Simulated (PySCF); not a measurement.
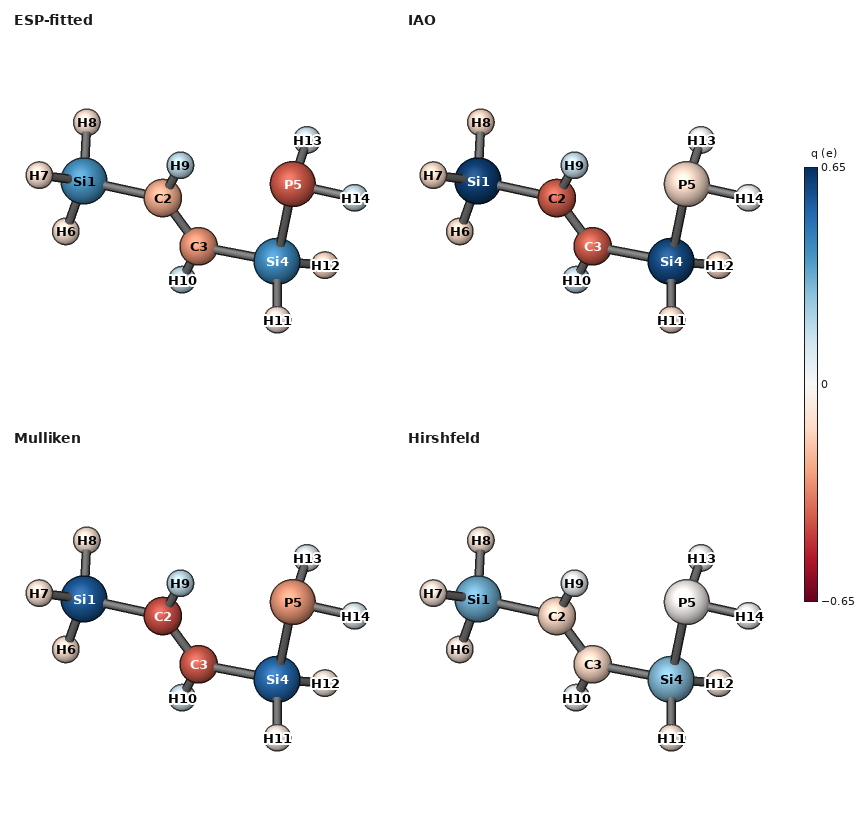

Atomic charges of one calculation by 4 schemes, on one colour scale. Computed geometry: GFN2-xTB optimisation. No frequency run is at hand to confirm it as a minimum. Method: PBE0/pcSseg-1 (PySCF 2.14.0).

On which atom do the schemes disagree most?

On P5 (from −0.40 to −0.02 e).

List the charges (e), one line for each set of equivalent atoms.

```csv
atom,ESP-fitted,IAO,Mulliken,Hirshfeld
Si1,0.38,0.61,0.55,0.32
C2,−0.24,−0.39,−0.42,−0.13
C3,−0.29,−0.40,−0.40,−0.13
Si4,0.41,0.58,0.51,0.28
P5,−0.40,−0.11,−0.28,−0.02
H6,−0.09,−0.12,−0.10,−0.07
H7,−0.09,−0.12,−0.08,−0.07
H8,−0.09,−0.12,−0.08,−0.08
H9,0.17,0.14,0.16,0.03
H10,0.16,0.15,0.13,0.04
H11,−0.07,−0.11,−0.06,−0.08
H12,−0.12,−0.12,−0.06,−0.08
H13,0.12,0.00,0.06,−0.01
H14,0.14,0.00,0.07,−0.01
```

The geometry is semi-empirical. Around P, Si such bond lengths and angles can be off by a tenth of an ångström or more and by several degrees, and values that hang on the shape move with them.
